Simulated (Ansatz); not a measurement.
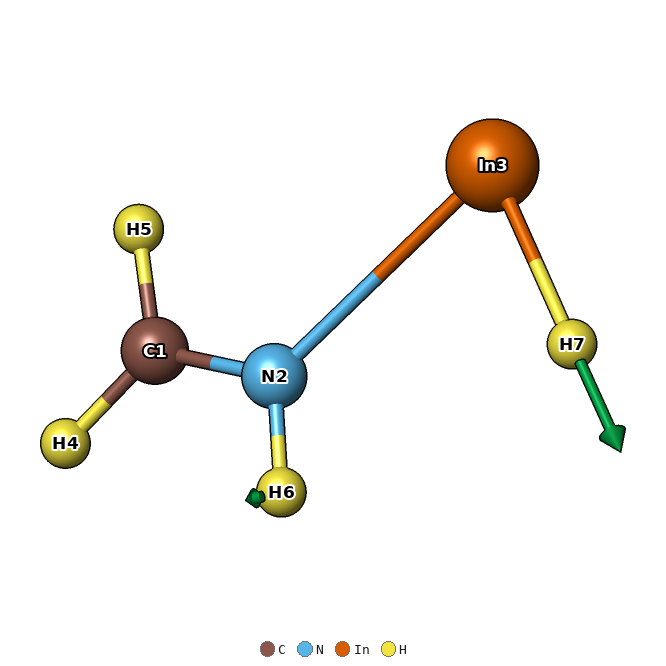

The arrows show one normal mode. Harmonic vibrations computed with RKS PBE0-D4/def2-TZVP, core potentials on In (Ansatz 0.2.0) at a stationary point of the same level.

### Describe the motion.

Mostly In–H stretching.

### At what wavenumber does it lie?

1411 cm⁻¹; it is mode 10 of 15 counted from the lowest.
